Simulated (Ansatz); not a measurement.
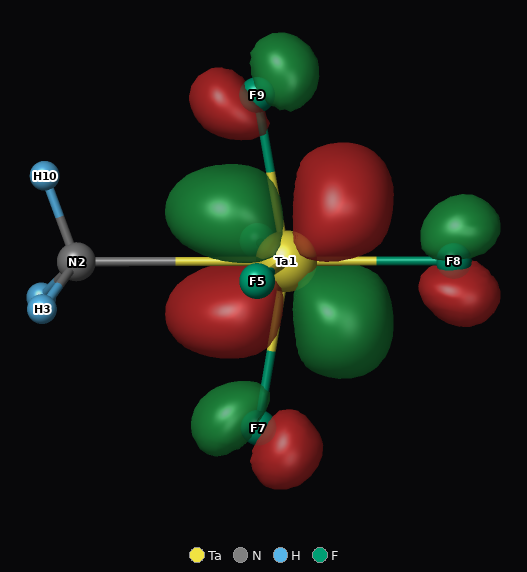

F5H3NTa. The LUMO at ±0.15 Å⁻³ᐟ² (green and red are the two phases), seen from one side.

Core potentials replace the inner electrons of Ta.

Computed with RKS PBE/def2-SVP (Ansatz).

Input

```
crystal:
  periodic: [false, false, false]
  atoms:
    - { symbol: Ta, position_ang: [0.015775, 0.139397, 0.04455] }
    - { symbol: "N", position_ang: [2.11603, 0.177907, 0.164827] }
    - { symbol: H, position_ang: [2.611658, 0.495262, 1.004602] }
    - { symbol: H, position_ang: [2.714073, 0.180315, -0.666077] }
    - { symbol: F, position_ang: [0.131372, 0.455878, 1.910411] }
    - { symbol: F, position_ang: [0.365145, -0.369061, -1.746455] }
    - { symbol: F, position_ang: [-0.71757, 1.806585, -0.37283] }
    - { symbol: F, position_ang: [-1.286084, -1.201012, 0.255913] }
    - { symbol: F, position_ang: [1.305114, -2.632637, 0.682737] }
    - { symbol: H, position_ang: [2.013087, -2.028234, 0.594523] }
basis:
  gaussian: { orbitals: def2-SVP }
hamiltonian:
  xc: pbe
relax:
  f_tol: 0.03
  max_steps: 50
output:
  orbitals: {}
```

Command:

```sh
ansatz run input.yaml --threads 4 --pin off --max-ram 5120MiB --backend cpu --events-out ev --progress --plain --runs-dir out
```

The fields are those of the relaxed geometry.

**What is the character of this orbital?**

It lies mainly on Ta1 (about 70 %), F7 (about 10 %), F9 (about 10 %) and F8 (about 10 %). Its energy is −2.58 eV.
